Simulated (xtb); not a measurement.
# C$_{8}$H$_{14}$: geometry relaxation (part 3 of 5)

Continued. System: C$_{8}$H$_{14}$, SMILES C#CCCCCCC. Method: GFN2-xTB (xtb 6.7.1). 

Geometry of the input (Å):
```
C  1.4600  -0.2242  -3.3628
C  1.8618  -0.6306  -2.2988
C  2.2363  -1.0649  -1.0422
C  1.1630  -1.2945  -0.0363
C  0.3465  -0.0404  0.3114
C  -0.9129  -0.3351  1.2287
C  -1.5278  0.8683  1.6743
C  -2.2793  1.5784  0.5184
H  0.9875  0.0011  -4.3420
H  2.9234  -0.3475  -0.5520
H  2.8471  -1.9799  -1.1162
H  1.4035  -1.7308  0.9182
H  0.3511  -2.0097  -0.4271
H  1.1868  0.7444  0.8144
H  0.0434  0.4308  -0.5481
H  -1.5320  -0.9243  0.7168
H  -0.4807  -0.8231  2.1143
H  -2.2956  0.7155  2.4514
H  -0.7908  1.6899  2.0733
H  -1.6430  2.0299  -0.1839
H  -2.9912  0.9465  0.1357
H  -2.8072  2.5311  0.9303
```

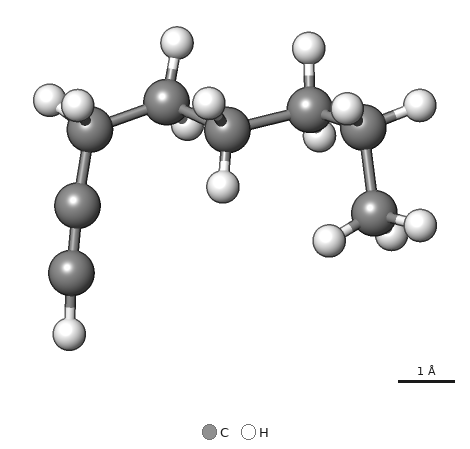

**Figure 1.** The input geometry (ball-and-stick view, seen at a tilt).

## What the program printed, continued
```
 iter      E             dE          RMSdq      gap      omega  full diag
   1    -24.6474707 -0.246475E+02  0.201E-03    6.89       0.0  T
   2    -24.6474707 -0.173586E-09  0.119E-03    6.89      17.9  T
   3    -24.6474707  0.167437E-08  0.285E-04    6.89      74.7  T
   4    -24.6474707 -0.181341E-08  0.404E-05    6.89     528.0  T
     SCC iter.                  ...        0 min,  0.003 sec
     gradient                   ...        0 min,  0.005 sec
 * total energy  :   -24.2034939 Eh     change       -0.9265093E-07 Eh
   gradient norm :     0.0000896 Eh/α   predicted    -0.5413096E-07 ( -41.58%)
   displ. norm   :     0.0076722 α      lambda        0.6180501E-07
   maximum displ.:     0.0040576 α      in ANC's #3, #8, #1, ...

........................................................................
.............................. CYCLE   19 ..............................
........................................................................

 iter      E             dE          RMSdq      gap      omega  full diag
   1    -24.6474610 -0.246475E+02  0.226E-03    6.89       0.0  T
   2    -24.6474610 -0.201798E-09  0.134E-03    6.89      15.9  T
   3    -24.6474610  0.202646E-08  0.315E-04    6.89      67.7  T
   4    -24.6474610 -0.220432E-08  0.415E-05    6.89     513.4  T
     SCC iter.                  ...        0 min,  0.003 sec
     gradient                   ...        0 min,  0.005 sec
 * total energy  :   -24.2034938 Eh     change        0.4358249E-07 Eh
   gradient norm :     0.0001552 Eh/α   predicted     0.2927224E-07 ( -32.83%)
   displ. norm   :     0.0060001 α      lambda       -0.8941416E-07
   maximum displ.:     0.0032297 α      in ANC's #7, #1, #3, ...

........................................................................
.............................. CYCLE   20 ..............................
........................................................................

 iter      E             dE          RMSdq      gap      omega  full diag
   1    -24.6474779 -0.246475E+02  0.246E-03    6.89       0.0  T
   2    -24.6474779 -0.335099E-09  0.145E-03    6.89      14.7  T
   3    -24.6474779  0.207575E-08  0.319E-04    6.89      66.8  T
   4    -24.6474779 -0.221954E-08  0.605E-05    6.89     352.4  T
     SCC iter.                  ...        0 min,  0.003 sec
     gradient                   ...        0 min,  0.004 sec
 * total energy  :   -24.2034939 Eh     change       -0.8167392E-07 Eh
   gradient norm :     0.0000601 Eh/α   predicted    -0.4805818E-07 ( -41.16%)
   displ. norm   :     0.0066311 α      lambda        0.6638439E-07
   maximum displ.:     0.0035650 α      in ANC's #7, #1, #3, ...
 * RMSD in coord.:     0.1521906 α      energy gain  -0.5932557E-01 Eh

generating ANC from exact Hessian ...
Using Lindh-Hessian (1995)
 Shifting diagonal of input Hessian by    9.4260729633715741E-003
 Lowest  eigenvalues of input Hessian
    0.000000    0.000000    0.000000    0.000000    0.000000    0.000000
    0.010000    0.010655    0.011190    0.012449    0.012940    0.014656
    0.018610    0.019201    0.022173    0.023169    0.028099    0.029909
 Highest eigenvalues
    1.203768    1.214705    1.227272    1.260435    1.301492    2.553489

........................................................................
.............................. CYCLE   21 ..............................
........................................................................

 iter      E             dE          RMSdq      gap      omega  full diag
   1    -24.6474927 -0.246475E+02  0.268E-03    6.89       0.0  T
   2    -24.6474927 -0.285930E-09  0.158E-03    6.89      13.5  T
   3    -24.6474927  0.310108E-08  0.387E-04    6.89      55.1  T
   4    -24.6474927 -0.333482E-08  0.504E-05    6.89     423.0  T
     SCC iter.                  ...        0 min,  0.003 sec
     gradient                   ...        0 min,  0.005 sec
 * total energy  :   -24.2034939 Eh     change        0.4928473E-07 Eh
   gradient norm :     0.0001350 Eh/α   predicted     0.0000000E+00 (-100.00%)
   displ. norm   :     0.0020678 α      lambda       -0.2410441E-07
   maximum displ.:     0.0011038 α      in ANC's #3, #2, #7, ...

........................................................................
.............................. CYCLE   22 ..............................
........................................................................

 iter      E             dE          RMSdq      gap      omega  full diag
   1    -24.6474588 -0.246475E+02  0.170E-03    6.89       0.0  T
   2    -24.6474588 -0.490804E-09  0.100E-03    6.89      21.2  T
   3    -24.6474588  0.943210E-10  0.102E-04    6.89     209.6  T
   4    -24.6474588 -0.103427E-09  0.671E-05    6.89     317.7  T
     SCC iter.                  ...        0 min,  0.003 sec
     gradient                   ...        0 min,  0.005 sec
 * total energy  :   -24.2034939 Eh     change       -0.2788626E-07 Eh
   gradient norm :     0.0001037 Eh/α   predicted    -0.3943155E-07 (  41.40%)
   displ. norm   :     0.0026141 α      lambda       -0.5670828E-07
   maximum displ.:     0.0013853 α      in ANC's #3, #1, #4, ...

........................................................................
.............................. CYCLE   23 ..............................
........................................................................

 iter      E             dE          RMSdq      gap      omega  full diag
   1    -24.6474639 -0.246475E+02  0.273E-03    6.89       0.0  T
   2    -24.6474639 -0.304706E-09  0.163E-03    6.89      13.1  T
   3    -24.6474639 -0.729159E-10  0.717E-05    6.89     297.3  T
   4    -24.6474639 -0.334666E-10  0.500E-05    6.89     426.7  T
     SCC iter.                  ...        0 min,  0.003 sec
     gradient                   ...        0 min,  0.005 sec
 * total energy  :   -24.2034939 Eh     change        0.1603482E-07 Eh
   gradient norm :     0.0001109 Eh/α   predicted    -0.2854929E-07 (-278.05%)
   displ. norm   :     0.0015345 α      lambda       -0.7821549E-07
   maximum displ.:     0.0007475 α      in ANC's #3, #2, #6, ...

........................................................................
.............................. CYCLE   24 ..............................
........................................................................

 iter      E             dE          RMSdq      gap      omega  full diag
   1    -24.6474891 -0.246475E+02  0.214E-03    6.89       0.0  T
   2    -24.6474891 -0.282252E-09  0.127E-03    6.89      16.8  T
   3    -24.6474891  0.474930E-09  0.163E-04    6.89     130.9  T
   4    -24.6474891 -0.507505E-09  0.640E-05    6.89     333.3  T
     SCC iter.                  ...        0 min,  0.003 sec
     gradient                   ...        0 min,  0.005 sec
 * total energy  :   -24.2034939 Eh     change       -0.5740593E-07 Eh
   gradient norm :     0.0000805 Eh/α   predicted    -0.3951994E-07 ( -31.16%)
   displ. norm   :     0.0008795 α      lambda       -0.9234142E-09
   maximum displ.:     0.0005136 α      in ANC's #4, #7, #2, ...

........................................................................
.............................. CYCLE   25 ..............................
........................................................................

 iter      E             dE          RMSdq      gap      omega  full diag
   1    -24.6474830 -0.246475E+02  0.408E-04    6.89       0.0  T
   2    -24.6474830 -0.936140E-11  0.242E-04    6.89      88.2  T
   3    -24.6474830  0.993339E-10  0.693E-05    6.89     307.6  T
     SCC iter.                  ...        0 min,  0.002 sec
     gradient                   ...        0 min,  0.005 sec
 * total energy  :   -24.2034939 Eh     change       -0.7445831E-08 Eh
   gradient norm :     0.0000546 Eh/α   predicted    -0.3984866E-08 ( -46.48%)
   displ. norm   :     0.0008795 α      lambda        0.0000000E+00
   maximum displ.:     0.0005136 α      in ANC's #4, #7, #2, ...

........................................................................
.............................. CYCLE   26 ..............................
........................................................................

 iter      E             dE          RMSdq      gap      omega  full diag
   1    -24.6474768 -0.246475E+02  0.411E-04    6.89       0.0  T
   2    -24.6474768 -0.125695E-10  0.244E-04    6.89      87.4  T
   3    -24.6474768  0.407638E-10  0.459E-05    6.89     465.0  T
     SCC iter.                  ...        0 min,  0.002 sec
     gradient                   ...        0 min,  0.006 sec
 * total energy  :   -24.2034939 Eh     change       -0.2513975E-08 Eh
   gradient norm :     0.0000600 Eh/α   predicted    -0.1638960E-08 ( -34.81%)
   displ. norm   :     0.0008795 α      lambda        0.0000000E+00
   maximum displ.:     0.0005136 α      in ANC's #4, #7, #2, ...

........................................................................
.............................. CYCLE   27 ..............................
........................................................................

 iter      E             dE          RMSdq      gap      omega  full diag
   1    -24.6474707 -0.246475E+02  0.411E-04    6.89       0.0  T
   2    -24.6474707 -0.134612E-10  0.244E-04    6.89      87.5  T
   3    -24.6474707  0.115108E-11  0.167E-05    6.89    1273.0  T
     SCC iter.                  ...        0 min,  0.002 sec
     gradient                   ...        0 min,  0.005 sec
 * total energy  :   -24.2034939 Eh     change        0.2537885E-08 Eh
   gradient norm :     0.0000916 Eh/α   predicted     0.1717825E-08 ( -32.31%)
   displ. norm   :     0.0017004 α      lambda       -0.2292148E-07
   maximum displ.:     0.0009783 α      in ANC's #2, #6, #4, ...

........................................................................
.............................. CYCLE   28 ..............................
........................................................................

 iter      E             dE          RMSdq      gap      omega  full diag
   1    -24.6474685 -0.246475E+02  0.124E-03    6.89       0.0  T
   2    -24.6474685 -0.663150E-10  0.731E-04    6.89      29.1  T
   3    -24.6474685  0.870912E-10  0.736E-05    6.89     289.7  T
     SCC iter.                  ...        0 min,  0.003 sec
     gradient                   ...        0 min,  0.006 sec
 * total energy  :   -24.2034940 Eh     change       -0.2775288E-07 Eh
   gradient norm :     0.0000559 Eh/α   predicted    -0.1372628E-07 ( -50.54%)
   displ. norm   :     0.0017004 α      lambda        0.0000000E+00
   maximum displ.:     0.0009783 α      in ANC's #2, #6, #4, ...

........................................................................
.............................. CYCLE   29 ..............................
........................................................................

 iter      E             dE          RMSdq      gap      omega  full diag
   1    -24.6474661 -0.246475E+02  0.124E-03    6.89       0.0  T
   2    -24.6474661 -0.644143E-10  0.734E-04    6.89      29.0  T
   3    -24.6474661  0.391925E-09  0.138E-04    6.89     154.2  T
     SCC iter.                  ...        0 min,  0.002 sec
     gradient                   ...        0 min,  0.005 sec
 * total energy  :   -24.2034940 Eh     change       -0.4139224E-08 Eh
   gradient norm :     0.0000671 Eh/α   predicted    -0.2983215E-08 ( -27.93%)
   displ. norm   :     0.0029122 α      lambda       -0.1710013E-07
   maximum displ.:     0.0016498 α      in ANC's #2, #4, #1, ...

........................................................................
.............................. CYCLE   30 ..............................
........................................................................

 iter      E             dE          RMSdq      gap      omega  full diag
   1    -24.6474807 -0.246475E+02  0.790E-04    6.89       0.0  T
   2    -24.6474807 -0.261728E-10  0.470E-04    6.89      45.3  T
   3    -24.6474807  0.253795E-09  0.109E-04    6.89     194.8  T
     SCC iter.                  ...        0 min,  0.003 sec
     gradient                   ...        0 min,  0.005 sec
 * total energy  :   -24.2034940 Eh     change       -0.2213785E-07 Eh
   gradient norm :     0.0000300 Eh/α   predicted    -0.1124571E-07 ( -49.20%)
   displ. norm   :     0.0029122 α      lambda        0.0000000E+00
   maximum displ.:     0.0016498 α      in ANC's #2, #4, #1, ...

   *** GEOMETRY OPTIMIZATION CONVERGED AFTER 30 ITERATIONS ***

------------------------------------------------------------------------
 total energy gain   :        -0.0593257 Eh      -37.2274 kcal/mol
 total RMSD          :         0.1525861 a0        0.0807 Å
 total power (kW/mol):        -5.1919824 (step) -368.0340 (real)
------------------------------------------------------------------------

 ANCopt (total)                0 d,  0 h,  0 min,  0.423 sec
 optimizer setup                ...        0 min,  0.000 sec (  0.018%)
 model hessian                  ...        0 min,  0.011 sec (  2.662%)
 ANC generation                 ...        0 min,  0.001 sec (  0.282%)
 coordinate transformation      ...        0 min,  0.001 sec (  0.131%)
 single point calculation       ...        0 min,  0.400 sec ( 94.594%)
 optimization log               ...        0 min,  0.004 sec (  0.859%)
 hessian update                 ...        0 min,  0.001 sec (  0.124%)
 rational function              ...        0 min,  0.003 sec (  0.752%)

================
 final structure:
================
22
 xtb: 6.7.1
C            1.37833186335343       -0.25125804649931       -3.33898795264924
C            1.79300871083519       -0.61966738914204       -2.27879901957459
C            2.26968899924483       -1.07478158985089       -0.98852114379877
C            1.11200422729767       -1.32666561345807       -0.01556930457033
C            0.35564357223439       -0.04191041683635        0.31197779571089
C           -0.82109594427163       -0.30144805394200        1.24950883277013
C           -1.54660824004522        0.97495358425239        1.67639114853217
C           -2.28313190740810        1.65745255619724        0.52969299234171
H            1.02495847331630        0.07341113277553       -4.27162949650533
H            2.94348673984875       -0.31913759240873       -0.57313816315009
H            2.83972953243697       -1.99766966170880       -1.13233634667975
H            1.51124914250428       -1.76235701855045        0.90387033853972
H            0.42286977655695       -2.04990039685053       -0.45805984991616
H            1.03895610836958        0.67122256406619        0.78093288470362
H           -0.00002328402038        0.39912996656731       -0.62041387600385
H           -1.53160827692210       -0.97177589420215        0.75984454746168
H           -0.45188352687764       -0.80990410514782        2.14447213293102
H           -2.26840439745940        0.72061744139346        2.45656569817528
H           -0.82507264282695        1.67159330175047        2.10971917899251
H           -1.58739616407568        2.00749455968944       -0.22820833393280
H           -2.98211556992042        0.96669291966503        0.06289176359841
H           -2.84266719217090        2.51466775223996        0.89772617302374

 Bond Distances (Angstroems)
```
